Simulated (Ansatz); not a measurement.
```xyz
7

C     1.2117   -1.1237   -1.3906
B     0.5204   -0.8585   -0.0263
H    -0.5770   -1.3113    0.2133
H     1.7421   -2.0844   -1.2018
H     1.0949   -0.2604    0.8564
H     0.5369   -1.3208   -2.2369
H     1.9947   -0.4055   -1.6761
```

Geometry: r2SCAN-D4/def2-SVP.

Method: isolated molecule in a Gaussian basis; Kohn-Sham density functional theory, functional PBE0 (Ansatz 0.2.0).

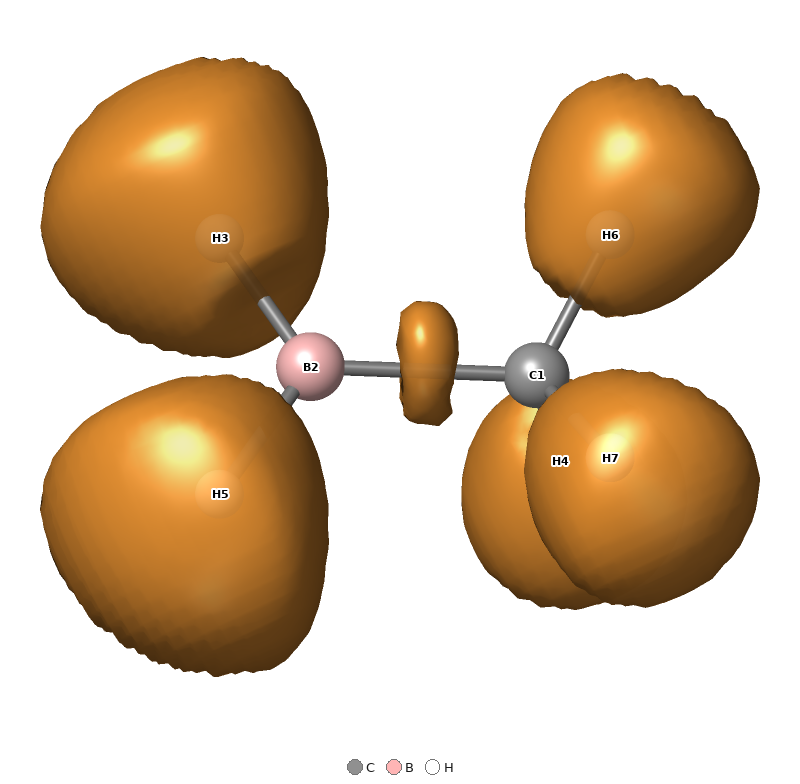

CH$_{5}$B (SMILES BC). Isosurface of the electron localisation function at 0.9 (orange), seen at a tilt. Core shells and regions of very low density are left out.

What do the ELF domains correspond to?

Answer. The surface consists of one region between bonded B–C atoms (shared pairs) and five regions around hydrogen nuclei. Profiles from the grid: C–B (1.55 Å): the ELF peaks at about 1 between the atoms; a shared electron pair. C–H (1.10 Å): the ELF climbs to about 1 towards the hydrogen, as it does in any bond to H: a covalent bond by its length.
